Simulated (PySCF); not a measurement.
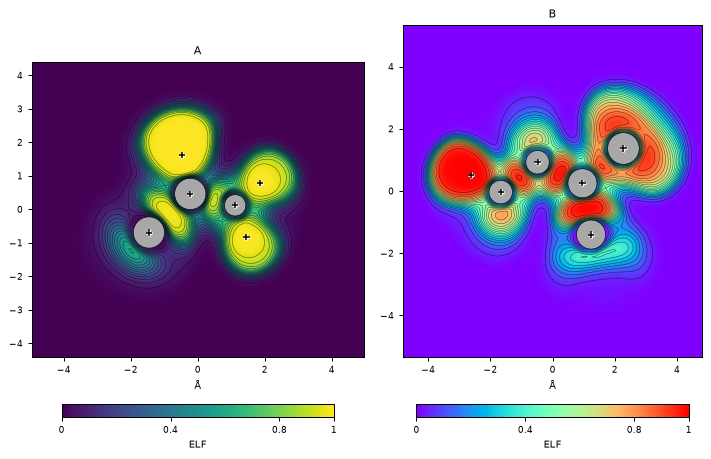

The electron localisation function of 2 systems, each on a plane through atoms (crosses mark nuclei in the plane; grey discs cover the cores).

The calculation used PySCF 2.14.0, PBE0/def2-SVPD, SCF density, gas phase.

System 1: C2H8B2ClN, the plane of atoms C2, B3 and B5. Geometry: GFN2-xTB.

```xyz
14

C     1.4202    1.0572    0.2952
C     1.3686   -0.4718    0.2762
B    -0.0893   -1.1141    0.2259
Cl   -0.1114   -2.8403    0.1380
B    -1.5140   -0.2428    0.3154
N    -2.2165    0.1929   -0.7936
H     2.4480    1.4120    0.3458
H     0.9609    1.4659   -0.6015
H     0.8791    1.4439    1.1550
H     1.8913   -0.8462    1.1630
H     1.9621   -0.8317   -0.5707
H    -1.9884    0.0441    1.3578
H    -1.9353    0.0151   -1.7438
H    -3.0761    0.7154   -0.7446
```

System 2: B3ClH5N (SMILES BB(Cl)BN), the plane of atoms N5, B4 and H8. Geometry: GFN2-xTB.

```yaml
atoms:
  - { symbol: B, position_ang: [1.8322, -0.2279, 0.4493] }
  - { symbol: B, position_ang: [0.3043, -0.1192, 0.9726] }
  - { symbol: Cl, position_ang: [-0.2593, 0.2444, 2.5713] }
  - { symbol: B, position_ang: [-0.8686, -0.4084, -0.2069] }
  - { symbol: N, position_ang: [-1.3536, 0.5844, -1.0378] }
  - { symbol: H, position_ang: [2.3944, 0.6853, -0.0297] }
  - { symbol: H, position_ang: [2.3990, -1.2515, 0.3612] }
  - { symbol: H, position_ang: [-1.3259, -1.4835, -0.3619] }
  - { symbol: H, position_ang: [-2.0654, 0.4379, -1.7358] }
  - { symbol: H, position_ang: [-1.0482, 1.5432, -1.0047] }
```

Match each panel to its system.

Panel A is system 2, B3ClH5N: the plane holds B, N and H. B–N (1.38 Å): the ELF peaks at about 0.90 between the atoms (a short, strongly polar bond). Panel B is system 1, C2H8B2ClN: the plane holds C, B, Cl and H. C–C (1.53 Å): the ELF peaks at about 0.95 between the atoms; localised, covalent bonding.
